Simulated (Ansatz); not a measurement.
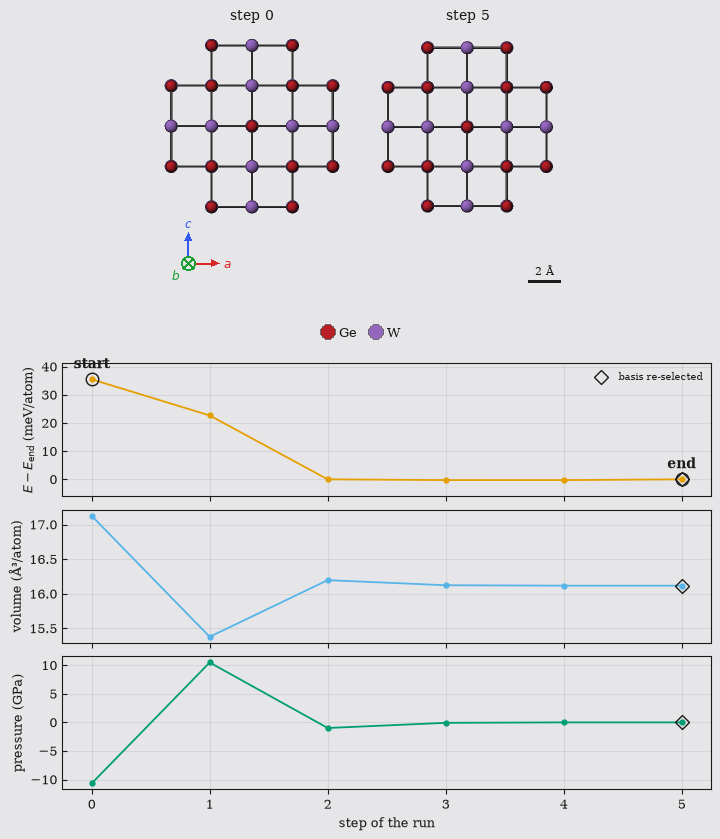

First and last geometry of a relaxation of solid GeW (a generated structure, set up in Fm-3m), with the history of the run. A ball-and-stick model of the conventional cell (4 times the calculation's cell), seen along the b axis. Lengths and directions refer to the drawn axes.

The run lets cell and atoms move.

Method: Ansatz, Kohn-Sham DFT of a periodic cell, PBEsol with D3(BJ), Ansatz PAW.

Input
```yaml
crystal:
  lattice:
    - [0.0, 2.57761, 2.57761]
    - [2.57761, 0.0, 2.57761]
    - [2.57761, 2.57761, 0.0]
  atoms:
    - { symbol: Ge, position: [0.5, 0.5, 0.5] }
    - { symbol: W, position: [0.0, 0.0, 0.0] }
hamiltonian:
  xc: pbesol
  pseudopotentials: { kind: paw }
  dispersion: d3bj
kpoints:
  mp_grid: { grid: [9, 9, 9] }
scf:
  occupations: { method: fermi_dirac, width: 0.05 }
output:
  forces: true
  stress: true
  eigenvalues: true
relax:
  f_tol: 0.01
  max_steps: 40
  cell: { stress_tol: 0.05 }
```

Launched with:
```bash
ansatz run input.yaml --threads 2 --pin off --max-ram 5632MiB --backend cpu --events-out ev --progress --plain --runs-dir out
```

Read the history and describe the run.

Answer. It converged. The atoms keep their places relative to the cell (all moves are under 0.005 Å). The drawn cell changes as follows: a = b = c 5.155 → 5.052 Å (−2.0 %); the volume changes by −5.9 %. Some distances before and after: Ge–W 2.578 → 2.526 Å. The space group stays Fm-3m (No. 225). After 4 accepted moves (5 points after the start) the energy has fallen by 35.5 meV per atom. All forces vanish by symmetry, so only the cell relaxes. The pressure goes from −10.68 to 0.00 GPa. The SCF was repeated once at an unchanged geometry on a basis and grid sized afresh for the cell, which shifted the energy by 0.3 meV per atom at most. Cost: 7.1 s on 2 threads of Arm Neoverse N1, on a shared host, peak memory 0.32 GiB.

```
step  E − E(0), meV/atom  pressure, GPa  volume, Å³/atom                      note
   0                0.00         -10.68           17.126                          
   1              -12.83          10.48           15.379                          
   2              -35.51          -0.98           16.197                          
   3              -35.78          -0.08           16.124                          
   4              -35.78           0.00           16.118                          
   5              -35.51           0.00           16.118  same geometry, new basis
```
